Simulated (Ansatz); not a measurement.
BFH₇NSi₂ (SMILES N[SiH]([SiH3])BF)

Input

```
crystal:
  periodic: [false, false, false]
  atoms:
    - { symbol: "N", position_ang: [-1.7091, 0.4872, 0.6653] }
    - { symbol: Si, position_ang: [-0.5418, -0.2433, -0.4044] }
    - { symbol: Si, position_ang: [1.1547, -0.9388, 0.8156] }
    - { symbol: B, position_ang: [0.166, 1.054, -1.7169] }
    - { symbol: F, position_ang: [0.7363, 2.2541, -1.2958] }
    - { symbol: H, position_ang: [-2.56922, -0.04061, 0.69545] }
    - { symbol: H, position_ang: [-1.93869, 1.46327, 0.3042] }
    - { symbol: H, position_ang: [-1.1056, -1.3709, -1.1012] }
    - { symbol: H, position_ang: [0.7164, -1.895, 1.8676] }
    - { symbol: H, position_ang: [1.7945, 0.213, 1.5377] }
    - { symbol: H, position_ang: [2.1758, -1.574, -0.0228] }
    - { symbol: H, position_ang: [-0.0254, 0.8338, -2.8491] }
basis:
  gaussian: { orbitals: def2-SVP }
hamiltonian:
  xc: b3lyp
relax:
  f_tol: 0.015
  max_steps: 40
output:
  orbitals: {}
```

Launched as:

```sh
ansatz run input.yaml --threads 2 --pin off --max-ram 3072MiB --backend cpu --events-out ev --progress --plain --runs-dir out
```

The fields are those of the run's last geometry, not of the input's.

The calculation used RKS B3LYP/def2-SVP (Ansatz).

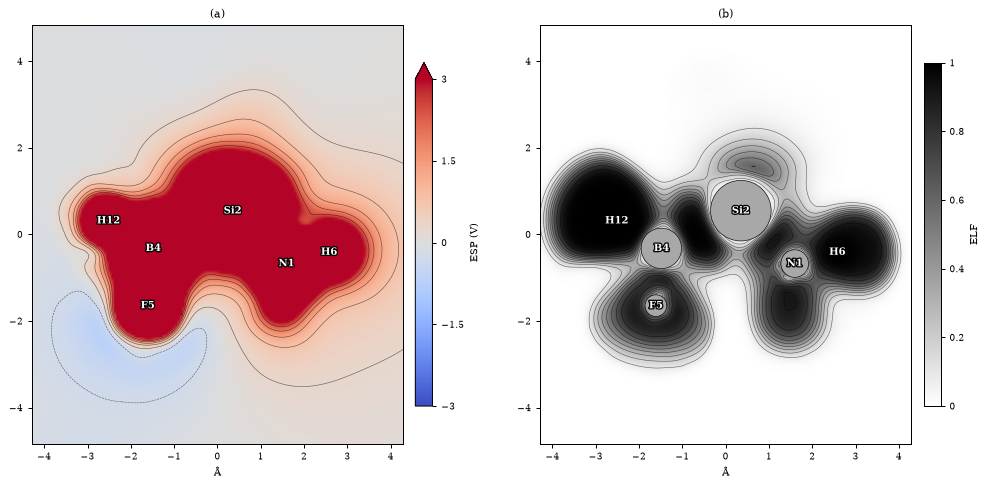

Figure 1. (a) molecular electrostatic potential; (b) ELF on the plane of atoms Si2, B4 and H12. Grey discs cover the atomic cores in the ELF map.

### Read the bonding off the picture.

- Atoms in the plane: N, Si, B, F and H.
- B–F (1.33 Å): the ELF peaks at about 0.85 between the atoms, as expected for a polar covalent bond.
- Si–N (1.74 Å): the ELF peaks at about 0.90 between the atoms, as expected for a shared but strongly polarised pair.
- Si–B (2.03 Å): the ELF peaks at about 1 between the atoms, as expected for a covalent bond.
- N–H (1.02 Å): the ELF climbs to about 1 towards the hydrogen, as it does in any bond to H: a covalent bond by its length.
- B–H (1.21 Å): the ELF climbs to about 1 towards the hydrogen: a covalent bond by its length.
- The ELF also peaks beside F5, away from the bonds: lone-pair regions.
- Outside the dense part of the molecule the potential is most negative (−0.7 V) near F5.

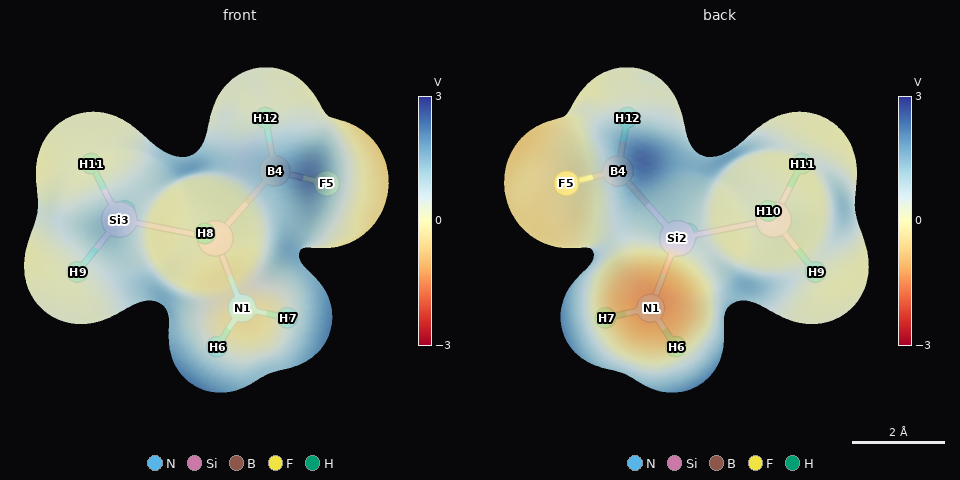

Figure 2. The electrostatic potential painted on the density surface at 0.004 e/bohr³, seen from the front and from behind; the colour scale runs from red (negative) to blue (positive).

### Describe the electrostatic potential map.

The most negative region (about −1.4 V) lies over N1, the most positive (about +2.5 V) over B4. N1 is the likeliest acceptor of a hydrogen bond.

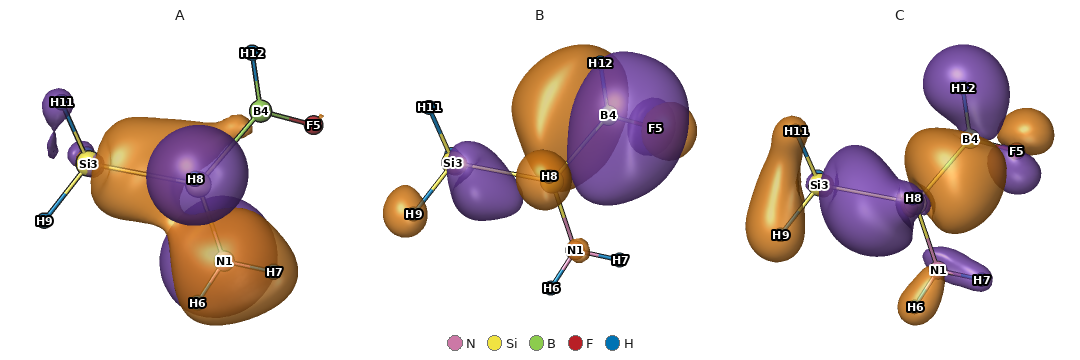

Figure 3. Three frontier orbitals at ±0.08 Å⁻³ᐟ² (orange and purple are the two phases), in no order.

### Order the three orbitals by energy and name them.

C is the HOMO−1 (−7.49 eV). Its weight (Hirshfeld) is mainly on Si2 (about 30 %), B4 (about 25 %), Si3 (about 15 %), F5 (about 10 %) and H12 (about 10 %). A is the HOMO (−6.83 eV). Its weight (Hirshfeld) is mainly on N1 (about 55 %), Si2 (about 15 %), H8 (about 10 %) and Si3 (about 10 %). B is the LUMO (−1.70 eV). It lies mainly on B4 (about 55 %), Si2 (about 15 %), F5 (about 10 %) and Si3 (about 5 %).

### What is the HOMO–LUMO gap?

5.13 eV between the orbital energies.
